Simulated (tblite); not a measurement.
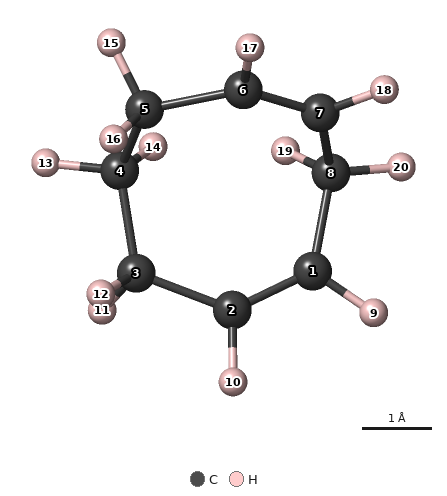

*The starting structure (ball-and-stick view, seen at a tilt; atoms are numbered from 1 in the order of the input).*

## C₈H₁₂: saddle-point search

C₈H₁₂, computed with GFN2-xTB saddle search (eigenvector following) and harmonic vibrations, gas phase (tblite 0.8.0).

### Output
```
step      E/eV     max force
  0    -631.07006   0.0443
  1    -631.07007   0.0595
  2    -631.07026   0.0470
  3    -631.07026   0.0169
  4    -631.07025   0.0118
  5    -631.07026   0.0014
lowest wavenumbers (cm-1): -48.1 178.4 260.1 262.6 325.7 370.1
```

### Trajectory as extended XYZ (Å, eV, eV/Å), 5 of the 6 frames kept, from step=0 to step=5
```
20
Properties=species:S:1:pos:R:3:forces:R:3 step=0 energy=-631.07006
C     1.4329   -1.0550   -0.5523    0.0060   0.0120  -0.0060
C     0.4450   -1.7395   -0.0003   -0.0260  -0.0210   0.0030
C    -1.0125   -1.4246    0.1585    0.0000  -0.0140   0.0180
C    -1.5359   -0.0240   -0.1591    0.0110  -0.0120   0.0000
C    -1.1076    1.0632    0.8258    0.0010  -0.0250   0.0240
C     0.2953    1.5905    0.7996    0.0060   0.0060   0.0030
C     1.3155    1.3358   -0.0031    0.0380   0.0180  -0.0140
C     1.3814    0.3346   -1.1248    0.0120   0.0040   0.0170
H     2.4174   -1.5047   -0.5516    0.0100  -0.0080   0.0010
H     0.6834   -2.7253    0.3860   -0.0080   0.0070   0.0030
H    -1.5587   -2.1356   -0.4747    0.0100  -0.0070   0.0070
H    -1.2858   -1.6657    1.1930    0.0100   0.0110  -0.0200
H    -2.6274   -0.0875   -0.1007   -0.0200   0.0220  -0.0070
H    -1.2968    0.2616   -1.1796    0.0010   0.0030  -0.0050
H    -1.7665    1.9270    0.6782   -0.0110   0.0190  -0.0010
H    -1.3011    0.7028    1.8428    0.0020  -0.0020   0.0040
H     0.4556    2.3291    1.5789   -0.0140  -0.0060  -0.0070
H     2.2449    1.8599    0.1879   -0.0310  -0.0190  -0.0110
H     0.5340    0.4451   -1.7980   -0.0070   0.0070  -0.0030
H     2.2868    0.5122   -1.7065    0.0090   0.0070  -0.0050
20
Properties=species:S:1:pos:R:3:forces:R:3 step=1 energy=-631.07007
C     1.4292   -1.0581   -0.5811    0.0120   0.0040  -0.0030
C     0.4465   -1.7449   -0.0215   -0.0230  -0.0110   0.0080
C    -1.0031   -1.4214    0.1891   -0.0110  -0.0330   0.0130
C    -1.5347   -0.0322   -0.1631   -0.0020  -0.0060   0.0060
C    -1.1222    1.0743    0.8076   -0.0050   0.0090   0.0100
C     0.2892    1.5811    0.8114   -0.0110   0.0020   0.0040
C     1.3174    1.3266    0.0187    0.0020  -0.0020  -0.0030
C     1.3862    0.3462   -1.1208    0.0020  -0.0050   0.0050
H     2.4070   -1.5236   -0.6168   -0.0210   0.0130   0.0000
H     0.6847   -2.7415    0.3375   -0.0060   0.0120  -0.0040
H    -1.5744   -2.1586   -0.3924    0.0310   0.0370   0.0320
H    -1.2321   -1.6213    1.2442    0.0140   0.0100  -0.0570
H    -2.6273   -0.0956   -0.1162    0.0020   0.0000  -0.0010
H    -1.2847    0.2330   -1.1869    0.0000  -0.0020   0.0090
H    -1.7652    1.9444    0.6195    0.0170  -0.0210   0.0060
H    -1.3510    0.7406    1.8273    0.0060   0.0080  -0.0270
H     0.4459    2.3063    1.6037   -0.0020  -0.0040  -0.0040
H     2.2501    1.8347    0.2308   -0.0090  -0.0060  -0.0020
H     0.5430    0.4768   -1.7970    0.0040  -0.0020   0.0050
H     2.2957    0.5331   -1.6940   -0.0010  -0.0020   0.0020
20
Properties=species:S:1:pos:R:3:forces:R:3 step=2 energy=-631.07026
C     1.4278   -1.0586   -0.5988    0.0070   0.0040  -0.0010
C     0.4499   -1.7465   -0.0320   -0.0150  -0.0070   0.0040
C    -0.9941   -1.4186    0.2067   -0.0050  -0.0190   0.0050
C    -1.5346   -0.0375   -0.1639    0.0000  -0.0020   0.0090
C    -1.1313    1.0847    0.7925   -0.0090   0.0150   0.0190
C     0.2866    1.5734    0.8203   -0.0180   0.0030   0.0090
C     1.3193    1.3171    0.0341    0.0090  -0.0010  -0.0030
C     1.3853    0.3531   -1.1193    0.0030  -0.0010   0.0080
H     2.4018   -1.5295   -0.6560   -0.0180   0.0100   0.0000
H     0.6885   -2.7482    0.3121   -0.0050   0.0090  -0.0020
H    -1.5767   -2.1672   -0.3469    0.0200   0.0240   0.0230
H    -1.1992   -1.5977    1.2698    0.0100   0.0100  -0.0380
H    -2.6269   -0.1063   -0.1175    0.0000   0.0000   0.0000
H    -1.2850    0.2139   -1.1912    0.0010  -0.0010   0.0070
H    -1.7603    1.9584    0.5724    0.0280  -0.0360   0.0100
H    -1.3875    0.7736    1.8134    0.0100   0.0130  -0.0440
H     0.4442    2.2857    1.6243   -0.0040  -0.0080  -0.0070
H     2.2572    1.8087    0.2632   -0.0180  -0.0110  -0.0060
H     0.5410    0.4948   -1.7918    0.0020  -0.0010   0.0050
H     2.2939    0.5468   -1.6914    0.0000   0.0000   0.0020
20
Properties=species:S:1:pos:R:3:forces:R:3 step=4 energy=-631.07025
C     1.4287   -1.0579   -0.5802   -0.0010   0.0000   0.0000
C     0.4458   -1.7446   -0.0211    0.0020   0.0010  -0.0010
C    -1.0029   -1.4209    0.1883   -0.0010   0.0010  -0.0020
C    -1.5347   -0.0319   -0.1631    0.0000  -0.0010  -0.0020
C    -1.1216    1.0736    0.8078    0.0030  -0.0040  -0.0040
C     0.2887    1.5815    0.8107    0.0050  -0.0010  -0.0020
C     1.3168    1.3265    0.0180   -0.0020   0.0000   0.0010
C     1.3861    0.3456   -1.1206    0.0000   0.0000  -0.0020
H     2.4060   -1.5225   -0.6151    0.0030  -0.0020   0.0000
H     0.6833   -2.7407    0.3385    0.0010  -0.0010   0.0000
H    -1.5727   -2.1566   -0.3927   -0.0030  -0.0030  -0.0020
H    -1.2319   -1.6207    1.2413    0.0000  -0.0010   0.0040
H    -2.6272   -0.0955   -0.1162    0.0000   0.0000   0.0000
H    -1.2846    0.2338   -1.1864    0.0000   0.0010  -0.0010
H    -1.7649    1.9425    0.6225   -0.0060   0.0090  -0.0030
H    -1.3481    0.7385    1.8262   -0.0030  -0.0030   0.0110
H     0.4452    2.3069    1.6024    0.0010   0.0020   0.0020
H     2.2491    1.8346    0.2296    0.0040   0.0030   0.0010
H     0.5432    0.4758   -1.7969    0.0000   0.0000  -0.0010
H     2.2958    0.5320   -1.6933    0.0000   0.0000   0.0000
20
Properties=species:S:1:pos:R:3:forces:R:3 step=5 energy=-631.07026
C     1.4291   -1.0578   -0.5777    0.0000   0.0000   0.0000
C     0.4454   -1.7444   -0.0196    0.0000   0.0000   0.0000
C    -1.0041   -1.4214    0.1857    0.0000   0.0000   0.0000
C    -1.5347   -0.0312   -0.1629    0.0000   0.0000   0.0000
C    -1.1204    1.0722    0.8100    0.0000   0.0000   0.0000
C     0.2892    1.5824    0.8096    0.0000   0.0000   0.0000
C     1.3167    1.3278    0.0158    0.0000   0.0000   0.0000
C     1.3861    0.3446   -1.1209    0.0000   0.0000   0.0000
H     2.4070   -1.5215   -0.6093    0.0010   0.0000   0.0000
H     0.6829   -2.7397    0.3422    0.0000   0.0000   0.0000
H    -1.5723   -2.1554   -0.3994    0.0000   0.0000   0.0000
H    -1.2365   -1.6243    1.2375    0.0000   0.0000   0.0000
H    -2.6273   -0.0941   -0.1157    0.0000   0.0000   0.0000
H    -1.2849    0.2366   -1.1857    0.0000   0.0000   0.0000
H    -1.7655    1.9410    0.6285   -0.0010   0.0010   0.0000
H    -1.3437    0.7343    1.8286    0.0000   0.0000   0.0010
H     0.4458    2.3096    1.5998    0.0000   0.0000   0.0000
H     2.2483    1.8383    0.2251    0.0010   0.0000   0.0000
H     0.5432    0.4732   -1.7975    0.0000   0.0000   0.0000
H     2.2958    0.5300   -1.6940    0.0000   0.0000   0.0000
```

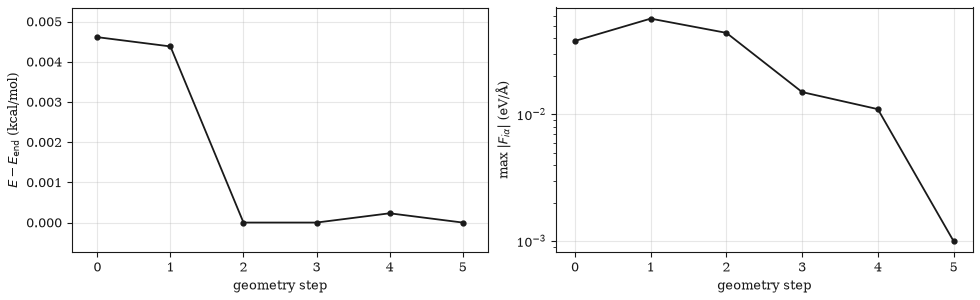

*Progress of the saddle-point search, step by step (steps are counted from 0).*

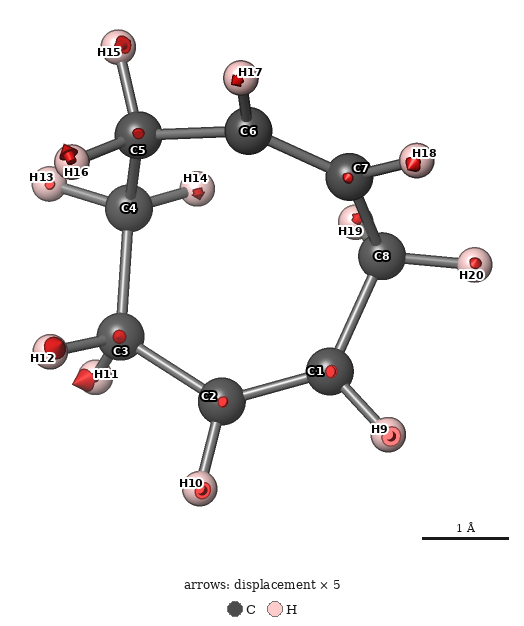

*The starting structure with the displacements as red arrows, magnified 5 times (ball-and-stick view, seen at a tilt). The two geometries are laid on each other by the best rigid fit.*

The atom that moves furthest after the best rigid fit is H11 (0.079 Å). By element the largest moves are H 0.079 Å, C 0.029 Å. The energy falls by next to nothing (0.0 kcal/mol) in 5 geometry steps. The largest force component goes from 0.038 to 0.001 eV/Å. (Atoms are counted from 1 in the order of the input.)

This output came from the following input.

### Input file
```
{"job": {"xc": "GFN2-xTB", "basis": "xTB", "kind": "saddle"}, "charge": 0, "multiplicity": 1}
C      1.432895    -1.054992    -0.552288
C      0.445024    -1.739451    -0.000292
C     -1.012537    -1.424602     0.158510
C     -1.535876    -0.024041    -0.159124
C     -1.107633     1.063201     0.825820
C      0.295255     1.590539     0.799608
C      1.315486     1.335836    -0.003079
C      1.381415     0.334632    -1.124840
H      2.417412    -1.504672    -0.551583
H      0.683406    -2.725345     0.386006
H     -1.558688    -2.135602    -0.474651
H     -1.285841    -1.665686     1.192961
H     -2.627406    -0.087511    -0.100715
H     -1.296755     0.261639    -1.179643
H     -1.766458     1.927045     0.678213
H     -1.301100     0.702769     1.842795
H      0.455643     2.329141     1.578915
H      2.244935     1.859870     0.187911
H      0.533982     0.445064    -1.798043
H      2.286841     0.512167    -1.706482
```

The first line tells a small driver script what to run in tblite; the rest is the geometry in Å.

Run as:
```bash
OMP_NUM_THREADS=1 python <driver script> task.json out
```

### Results in brief

```tsv
quantity	value
outcome	converged
total energy	−631.0703 eV
point group	Cs
hardware	1 CPU thread, shared host
wall time	4.5 s
peak memory	0.2 GiB
```
